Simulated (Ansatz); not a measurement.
# AlH2OF (SMILES [OH][AlH][F]): levels of theory compared

Wanted: a comparison of 6 runs (B3LYP/STO-3G, UB3LYP/STO-3G, UPBE0/STO-3G, wB97M-V/STO-3G, RPA@PBE/STO-3G, CCSD/STO-3G) of AlH2OF. 

The calculation is run with Ansatz 0.2.0.

69 further runs of the same task are left out: 5 that didn't finish, 64 set aside as unsound or not needed.

## 1. The structure to begin with

AlH2OF: 5 atoms, total charge 0, spin state singlet. SMILES: `[OH][AlH][F]`. The Al2–O1 distance was set to 2.043 Å, away from the relaxed value.

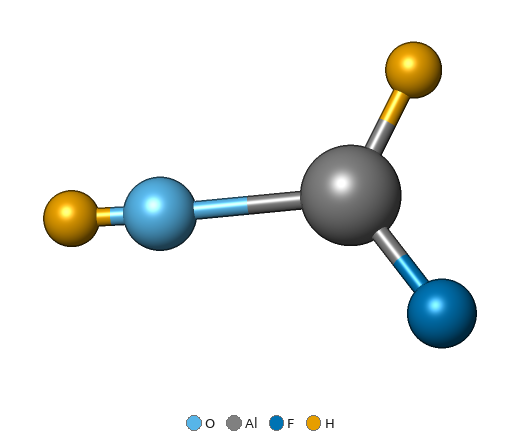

The structure, seen from a chosen angle (oxygen blue, aluminium grey, fluorine blue, hydrogen amber).

## 2. The energy at B3LYP/STO-3G (run 1)

input.yaml

```yaml
crystal:
  periodic: [false, false, false]
  atoms:
    - symbol: O
      position_ang: [-1.395347, 0.442026, -0.445098]
    - symbol: Al
      position_ang: [0.472970, -0.139110, 0.144100]
    - symbol: F
      position_ang: [0.778780, -1.566900, 0.912060]
    - symbol: H
      position_ang: [-2.244767, 0.744886, -0.732158]
    - symbol: H
      position_ang: [1.641100, 0.751530, -0.114560]
basis:
  gaussian:
    orbitals: STO-3G
hamiltonian:
  xc: {name: B3LYP}
accuracy: high
```

Launch:

```console
$ ansatz run input.yaml --threads 1 --pin off --max-ram 2610MiB --events-out events.jsonl --progress --plain --runs-dir runs
```

Standard output:

```text
Warning: RAYON_NUM_THREADS=1 ignored (pool sized by the plan → 1); use --threads N
Functional definition: B3LYP
  name "B3LYP"
  parameter a0 = 0.2
  parameter ax = 0.72
  parameter ac = 0.81
  exchange = (1 - a0 - ax)*slater_x + ax*b88_x + a0*exact_x
  correlation = (1 - ac)*vwn_rpa_c + ac*lyp_c
369 factors; integrals over basis functions are off by at most 3.2e-8 eV
mean field evaluation 1: about -11238.9844 eV, gradient 3.4e1 eV
mean field evaluation 2: about -11136.2482 eV, gradient 1.3e2 eV
mean field evaluation 4: about -11243.4829 eV, gradient 6.4e0 eV
mean field evaluation 8: about -11243.6618 eV, gradient 2.7e-1 eV
mean field evaluation 16: about -11243.6622 eV, gradient 2.4e-6 eV
mean field -11243.66220415 eV, -413.1969647744 hartree, gradient 2.7e-8 eV, S^2 0.000000; 0 other end points of the search recorded, 0 dependent functions left out
reference -11243.66223124 eV, -413.1969657700 hartree; 16, 16 occupied and 5, 5 virtual orbitals, 369 factors
Total energy: -11243.66223124 eV, -413.1969657700 hartree
```

It took 1 s on 1 thread of Arm Neoverse V2, shared host; peak memory 0.097 GiB.

## 3. The energy at UB3LYP/STO-3G (run 2)

job.yaml

```yaml
crystal:
  periodic: [false, false, false]
  atoms:
    - {symbol: O, position_ang: [-1.395347, 0.442026, -0.445098]}
    - {symbol: Al, position_ang: [0.472970, -0.139110, 0.144100]}
    - {symbol: F, position_ang: [0.778780, -1.566900, 0.912060]}
    - {symbol: H, position_ang: [-2.244767, 0.744886, -0.732158]}
    - {symbol: H, position_ang: [1.641100, 0.751530, -0.114560]}
basis:
  gaussian: {orbitals: STO-3G}
magnetization: {spin_polarized: true, initial_magnetization: 0}
accuracy: high
hamiltonian: {xc: {name: B3LYP}}
```

Launch:

```console
$ ansatz run job.yaml --threads 1 --pin off --max-ram 2610MiB --events-out events.jsonl --progress --plain --runs-dir runs
```

Standard output (excerpt; [...] marks lines left out):

```text
Warning: RAYON_NUM_THREADS=1 ignored (pool sized by the plan → 1); use --threads N
[... 7 set-up lines as earlier in the session ...]
369 factors; integrals over basis functions are off by at most 3.2e-8 eV
mean field evaluation 1: about -11238.9844 eV, gradient 2.4e1 eV
mean field evaluation 2: about -11136.2482 eV, gradient 9.4e1 eV
mean field evaluation 4: about -11243.4829 eV, gradient 4.5e0 eV
mean field evaluation 8: about -11243.6622 eV, gradient 2.4e-2 eV
mean field evaluation 16: about -11243.6622 eV, gradient 1.6e-7 eV
mean field -11243.66220415 eV, -413.1969647744 hartree, gradient 1.9e-8 eV, S^2 0.000000; 0 other end points of the search recorded, 0 dependent functions left out
reference -11243.66223124 eV, -413.1969657700 hartree; 16, 16 occupied and 5, 5 virtual orbitals, 369 factors
Total energy: -11243.66223124 eV, -413.1969657700 hartree
```

Wall time 1.7 s (1 thread of Arm Neoverse V2, shared host); peak memory 0.13 GiB.

Runs 3 to 4 aren't shown in full; the table further down has their settings and results.

## 4. The energy at RPA@PBE/STO-3G (run 5)

run.yaml

```yaml
crystal:
  periodic: [false, false, false]
  atoms:
    - {symbol: O, position_ang: [-1.395347, 0.442026, -0.445098]}
    - {symbol: Al, position_ang: [0.472970, -0.139110, 0.144100]}
    - {symbol: F, position_ang: [0.778780, -1.566900, 0.912060]}
    - {symbol: H, position_ang: [-2.244767, 0.744886, -0.732158]}
    - {symbol: H, position_ang: [1.641100, 0.751530, -0.114560]}
basis:
  gaussian: {orbitals: STO-3G}
hamiltonian: {xc: pbe}
correlation: {method: rpa, frozen_orbitals: {Al: 5, F: 1, H: 0, O: 1}}
accuracy: high
```

Launch:

```console
$ ansatz run run.yaml --threads 1 --pin off --max-ram 2610MiB --events-out events.jsonl --progress --plain --runs-dir runs
```

Standard output (excerpt; [...] marks lines left out):

```text
Warning: RAYON_NUM_THREADS=1 ignored (pool sized by the plan → 1); use --threads N
Functional definition: PBE
  name "PBE"
[...]
369 factors; integrals over basis functions are off by at most 3.2e-8 eV
[...]
mean field -11234.93130147 eV, -412.8761100191 hartree, gradient 2.7e-8 eV, S^2 0.000000; 1 other end points of the search recorded, 0 dependent functions left out
7 core orbitals not correlated: weight in the atoms' cores, before any rotation towards them, 0.999 or more for the frozen orbitals, at most 0.000 for the correlated occupied ones
reference -11209.26762876 eV, -411.9329874425 hartree; 9, 9 occupied and 5, 5 virtual orbitals, 369 factors
Total energy: -11215.14765774 eV, -412.1490745219 hartree
```

It took 1.7 s on 1 thread of Arm Neoverse V2, shared host; peak memory 0.1 GiB.

## 5. The energy at CCSD/STO-3G (run 6)

input.yaml

```yaml
basis:
  gaussian:
    orbitals: STO-3G
crystal:
  periodic: [false, false, false]
  atoms:
    - {symbol: O, position_ang: [-1.395347, 0.442026, -0.445098]}
    - {symbol: Al, position_ang: [0.472970, -0.139110, 0.144100]}
    - {symbol: F, position_ang: [0.778780, -1.566900, 0.912060]}
    - {symbol: H, position_ang: [-2.244767, 0.744886, -0.732158]}
    - {symbol: H, position_ang: [1.641100, 0.751530, -0.114560]}
correlation:
  method: ccsd
  frozen_orbitals: {Al: 5, F: 1, H: 0, O: 1}
accuracy: high
scf:
  omitted_lower_state_checks: [cluster_reference, increment]
```

Launch:

```console
$ ansatz run input.yaml --threads 1 --pin off --max-ram 2610MiB --events-out events.jsonl --progress --plain --runs-dir runs
```

Standard output:

```text
Warning: RAYON_NUM_THREADS=1 ignored (pool sized by the plan → 1); use --threads N
[... 11 lines left out ...]
7 core orbitals not correlated: weight in the atoms' cores, before any rotation towards them, 1.000 or more for the frozen orbitals, at most 0.000 for the correlated occupied ones
[... 26 lines left out ...]
Total energy: -11213.17891663 eV, -412.0767246203 hartree
Checks for a lower state left out: cluster_reference, increment
```

It took 0.16 s on 1 thread of Arm Neoverse V2, shared host.

## 6. Overview of the runs

```tsv
run	level	frozen core orbitals	energy (Eh)	wall time
1	B3LYP/STO-3G	–	-413.196966	1 s
2	UB3LYP/STO-3G	–	-413.196966	1.7 s
3	UPBE0/STO-3G	–	-412.934440	1.6 s
4	wB97M-V/STO-3G	–	-413.219822	19 s
5	RPA@PBE/STO-3G	7	-412.149075	1.7 s
6	CCSD/STO-3G	7	-412.076725	0.16 s
```

## 7. What came out

```
                                          quantity          value
                               run 6: total energy  -412.07672 Eh
run 6: correlation energy (7 core orbitals frozen)      -91.4 mEh
                              run 6: T1 diagnostic          0.022
```

**Reading.** Totals of different functionals can't be ranked against each other. In runs 1, 2, 3, 4, 5, 6 the basis is minimal, so the values are rough. All runs together took 25 s, the longest 19 s.
